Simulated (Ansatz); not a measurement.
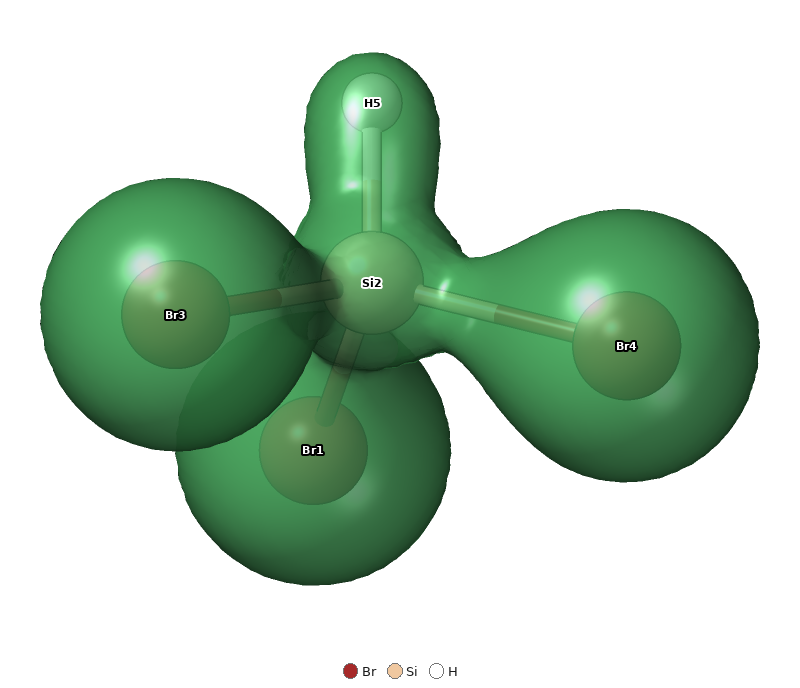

Br3HSi (SMILES Br[SiH](Br)Br). Isosurface of the total electron density at 0.5 e/Å³ (green), seen from one side.

Geometry: PBE0-D4/def2-TZVP.

These are results of Ansatz, RKS PBE0-D4/def2-TZVPP, not measurements.

```yaml
atoms:
  - { symbol: Br, position_ang: [1.1707, -1.2203, 1.3545] }
  - { symbol: Si, position_ang: [-0.0859, 0.0435, 0.0672] }
  - { symbol: Br, position_ang: [1.1385, 1.6111, -0.8691] }
  - { symbol: Br, position_ang: [-1.0446, -1.1852, -1.4834] }
  - { symbol: H, position_ang: [-1.1290, 0.6773, 0.8894] }
```

**Which contacts does the surface bridge?**

At this value the surface is in one piece. It bridges the sampled Si–Br (2.20 Å) and Si–H (1.47 Å) contacts, where the density stays above the isovalue. On the grid the lowest density along these lines, outside the cores, is 0.63 e/Å³ (Si–Br, 2.20 Å) and 0.86 e/Å³ (Si–H, 1.47 Å).
